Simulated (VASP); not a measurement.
Band structure of Sr3BiN (space group Pm-3m). Method: modified Becke-Johnson potential (mBJ) with spin-orbit coupling, VASP's PBE PAW potentials (set 64) (plane waves; VASP 6.6.1).

mBJ is a potential without an energy functional, so only the levels count.

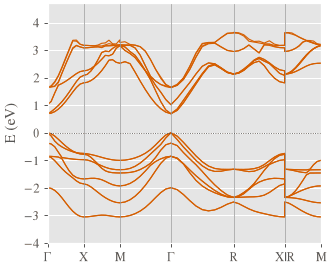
Bands along high-symmetry lines, zero at the valence-band maximum or, without a gap, the Fermi level

Task: Read the plot: is there a gap, and where are the band edges?

Result: The gap is direct, 0.69 eV, from the valence maximum at Γ to the conduction minimum at Γ.

The structure comes from a computed database's Sr3BiN entry (Pm-3m); how it stands against other phases isn't given here. It was relaxed first. The cell's shape comes from a PBE relaxation.
